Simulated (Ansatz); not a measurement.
**RPA@PBE0/def2-TZVPP (core potential) run of RbLi (SMILES [Li][Rb])**

Aim: the energy change on altering one bond length of RbLi at RPA@PBE0/def2-TZVPP (core potential), from 2 runs. 

The calculation is run with Ansatz 0.2.0.

1 further run of the same task is left out (set aside as unsound or not needed).

### 1 The system as given

RbLi has 2 atoms, charge 0, and is taken as a singlet. As SMILES, `[Li][Rb]`. The coordinates come from a PBE0-D4/def2-TZVP relaxation.

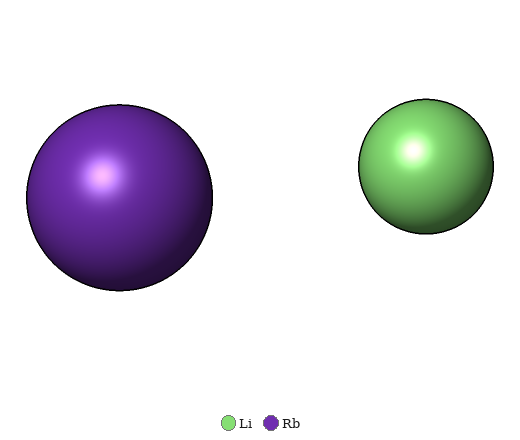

Viewed from a chosen angle; lithium green, rubidium purple.

### 2 A single-point energy at RPA@PBE0/def2-TZVPP (core potential)

The input, input.yaml:

```yaml
crystal:
  periodic: [false, false, false]
  atoms:
    - symbol: Li
      position_ang: [-0.000000, 0.000000, -0.201360]
    - symbol: Rb
      position_ang: [0.000000, -0.000000, 3.351730]
basis:
  gaussian: {orbitals: def2-TZVPP}
correlation: {method: rpa, frozen_orbitals: {Li: 0, Rb: 0}}
accuracy: high
hamiltonian: {xc: pbe0}
```

On the command line:

```console
$ ansatz run input.yaml --threads 1 --pin off --max-ram 3480MiB --events-out events.jsonl --progress --plain --runs-dir runs
```

What it wrote:

```text
Warning: RAYON_NUM_THREADS=1 ignored (pool sized by the plan → 1); use --threads N
Functional definition: PBE0
  name "PBE0"
  parameter a = 0.25
  parameter kappa = 0.804
  parameter beta = 0.06672455060314922
  exchange = (1 - a)*pbe_x(kappa = kappa, mu = beta*pi^2/3) + a*exact_x
  correlation = pbe_c(beta = beta)
819 factors; integrals over basis functions are off by at most 3.2e-9 eV
mean field evaluation 1: about -858.9246 eV, gradient 5.2e0 eV
mean field evaluation 2: about -858.9237 eV, gradient 5.2e0 eV
mean field evaluation 4: about -859.0950 eV, gradient 4.1e-1 eV
mean field evaluation 8: about -859.0958 eV, gradient 2.5e-3 eV
mean field evaluation 16: about -859.0958 eV, gradient 6.6e-7 eV
mean field -859.09584359 eV, -31.5711899358 hartree, gradient 3.7e-8 eV, S^2 0.000000; 0 other end points of the search recorded, 0 dependent functions left out
reference -849.82731827 eV, -31.2305779129 hartree; 6, 6 occupied and 53, 53 virtual orbitals, 819 factors
Total energy: -856.70797137 eV, -31.4834372504 hartree
```

Run time: 4.2 s. Hardware: 1 thread of Arm Neoverse V2, shared host; peak memory 0.21 GiB.

### 3 The distorted shape at the same level

The input, molecule.yaml:

```yaml
crystal:
  periodic: [false, false, false]
  atoms:
    - {symbol: Li, position_ang: [-0.000000, 0.000000, -0.734370]}
    - {symbol: Rb, position_ang: [0.000000, -0.000000, 3.351730]}
basis:
  gaussian:
    orbitals: def2-TZVPP
hamiltonian:
  xc: pbe0
accuracy: high
correlation:
  method: rpa
  frozen_orbitals: {Li: 0, Rb: 0}
```

On the command line:

```console
$ ansatz run molecule.yaml --threads 1 --pin off --max-ram 3480MiB --events-out events.jsonl --progress --plain --runs-dir runs
```

What it wrote:

```text
Warning: RAYON_NUM_THREADS=1 ignored (pool sized by the plan → 1); use --threads N
Functional definition: PBE0
  name "PBE0"
  parameter a = 0.25
  parameter kappa = 0.804
  parameter beta = 0.06672455060314922
  exchange = (1 - a)*pbe_x(kappa = kappa, mu = beta*pi^2/3) + a*exact_x
  correlation = pbe_c(beta = beta)
809 factors; integrals over basis functions are off by at most 3.4e-9 eV
mean field evaluation 1: about -858.8148 eV, gradient 4.6e0 eV
mean field evaluation 2: about -858.8141 eV, gradient 4.6e0 eV
mean field evaluation 4: about -858.9999 eV, gradient 6.0e-1 eV
mean field evaluation 8: about -859.0033 eV, gradient 4.2e-3 eV
mean field evaluation 16: about -859.0033 eV, gradient 1.5e-6 eV
mean field -859.00334388 eV, -31.5677906344 hartree, gradient 4.9e-8 eV, S^2 0.000000; 0 other end points of the search recorded, 0 dependent functions left out; unrestricted orbitals would lower it
reference -849.77372489 eV, -31.2286083923 hartree; 6, 6 occupied and 53, 53 virtual orbitals, 809 factors
Total energy: -856.61331533 eV, -31.4799587051 hartree
```

Wall time 5.1 s (1 thread of Arm Neoverse V2, shared host); peak memory 0.19 GiB.

### 4 Summary of results

Level: RPA@PBE0/def2-TZVPP (core potential).

| quantity | value |
| --- | --- |
| first shape: total energy | -31.48344 Eh |
| first shape: RPA correlation energy | -252.9 mEh |
| distorted shape: total energy | -31.47996 Eh |
| distorted shape: RPA correlation energy | -251.4 mEh |
| energy change with the Li1–Rb2 bond stretched from 3.553 to 4.086 Å | 0.095 eV |

With the Li1–Rb2 bond stretched from 3.553 to 4.086 Å the energy rises by 0.09 eV (9.1 kJ/mol). The first shape isn't relaxed at this level, so the change isn't measured from a minimum. The restricted solution (distorted shape) is unstable to spin breaking: an unrestricted one lies lower.
